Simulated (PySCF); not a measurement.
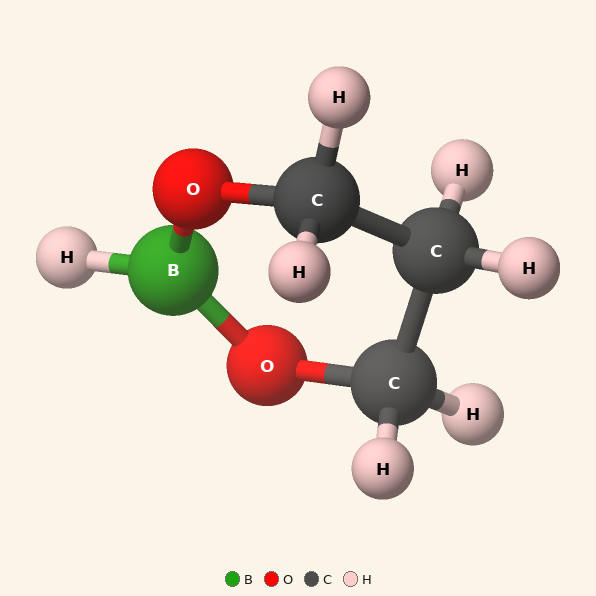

The picture shows a molecular structure as a ball-and-stick model.

The geometry was computed by an optimisation with PBE0-D3(BJ)/def2-SVP. No frequency run is at hand to confirm it as a minimum.

Description:

Formula C₃H₇BO₂. As SMILES it reads `B1OCCCO1`. Independent rings (smallest set): 1 of 6 members. Among its groups: B–H bond. The point group is Cs. Coordination: 1 B trigonal planar; 2 O bent; 3 C tetrahedral.

More results for the same structure follow; atom numbers are the same in all pictures, views and colours differ.

**Geometry**

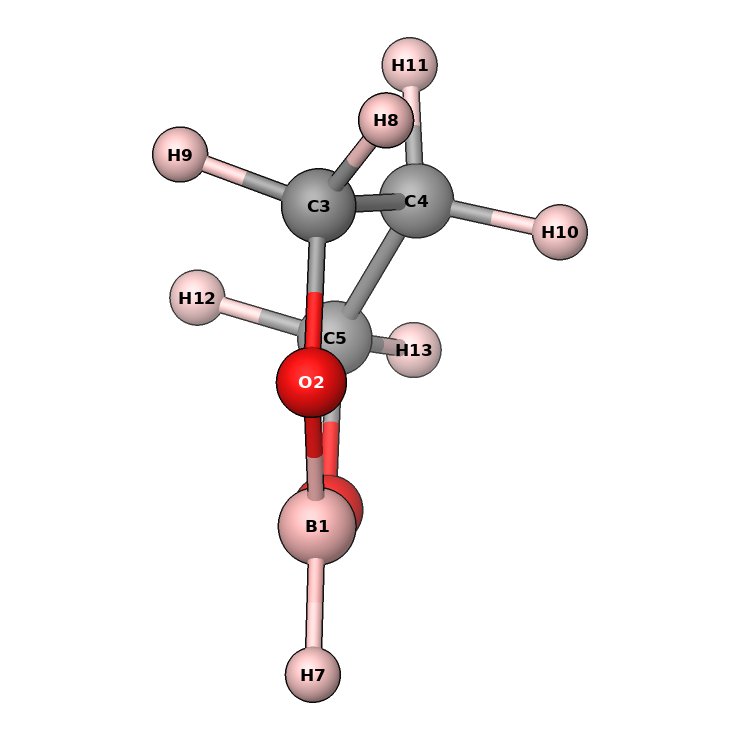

O6 lies behind B1. The molecule seen nearly along the B1–O6 bond, B1 in front. Distant atoms are faded towards the background colour. No frequency run is at hand to confirm it as a minimum.

Question: What is the torsion angle O2–B1–O6–C5? The sign is positive where the front bond must turn clockwise to cover the back bond.

Answer: 1°, synperiplanar (eclipsed).

**Dipole moment**

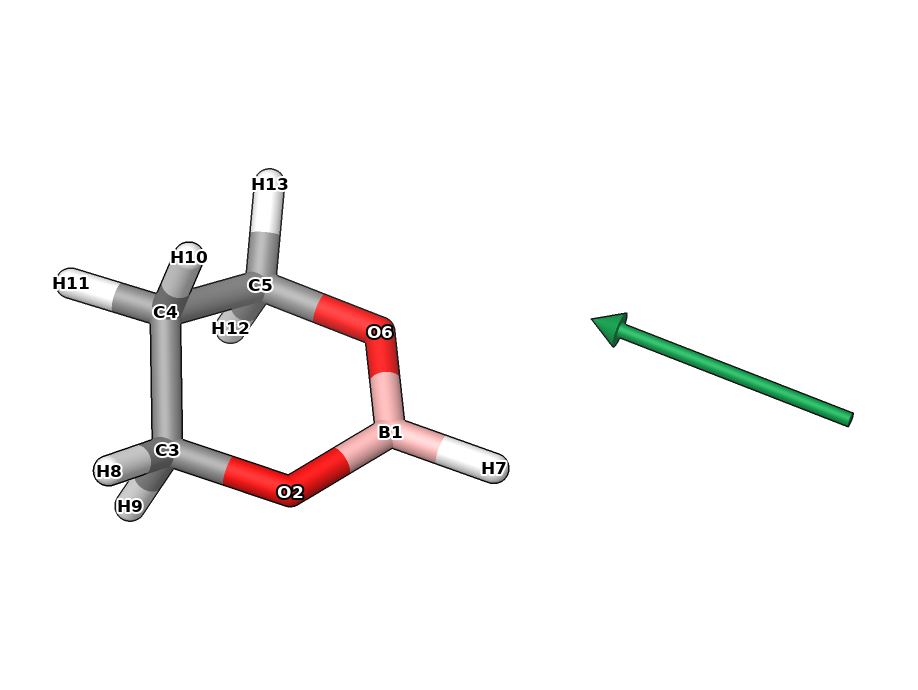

The arrow beside the molecule shows the direction of the dipole moment, from the negative to the positive end (its length means nothing). No frequency run is at hand to confirm it as a minimum. Level of theory: CAM-B3LYP/pcSseg-1, gas phase (PySCF 2.14.0).

Question: How large is the dipole moment?

Answer: 3.26 D; it points from the side of H7 to the side of H11 (the outermost atoms at the two ends).

**Levels of theory compared**

No frequency run is at hand to confirm it as a minimum. Program: PySCF 2.14.0.

At this fixed geometry, give HOMO energy (eV) at these levels: B97-2/pcSseg-1; BHandHLYP/pcSseg-1; CAM-B3LYP/pcSseg-1; LC-wPBE/pcSseg-1; WP04/pcSseg-1; ωB97X-D/pcSseg-1.

```
             level  HOMO energy (eV)
    B97-2/pcSseg-1             −8.08
BHandHLYP/pcSseg-1             −9.84
CAM-B3LYP/pcSseg-1             −9.77
  LC-wPBE/pcSseg-1            −11.12
     WP04/pcSseg-1             −9.50
  ωB97X-D/pcSseg-1            −10.27
```

**Ring current**

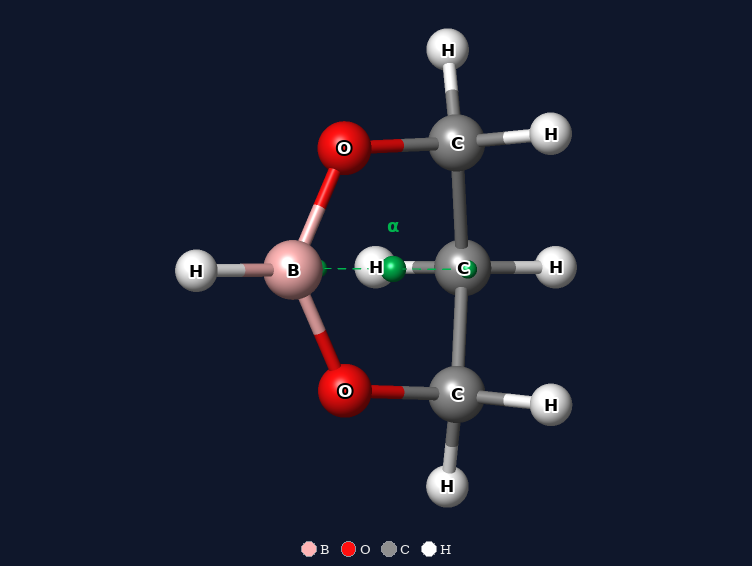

The small points mark where nucleus-independent chemical shifts (NICS) were computed: at the centre of each lettered ring and 1 Å above and below it. No frequency run is at hand to confirm it as a minimum. Method: GIAO B97-2/pcSseg-1 NMR shielding, non-relativistic, gas phase (PySCF 2.14.0).

Give NICS(0), NICS(1) and the out-of-plane component NICS(1)zz for each ring (means of the two sides).

```json
{"ring": "α", "members": "C3BO2", "NICS(0)": "−1.2", "NICS(1)": "−1.2", "NICS(1)zz": "1.0"}
```

Values in ppm.

Question: What do the values say about the ring currents?

Answer: Ring α: weak, as in a non-aromatic ring. NICS is one index among several.
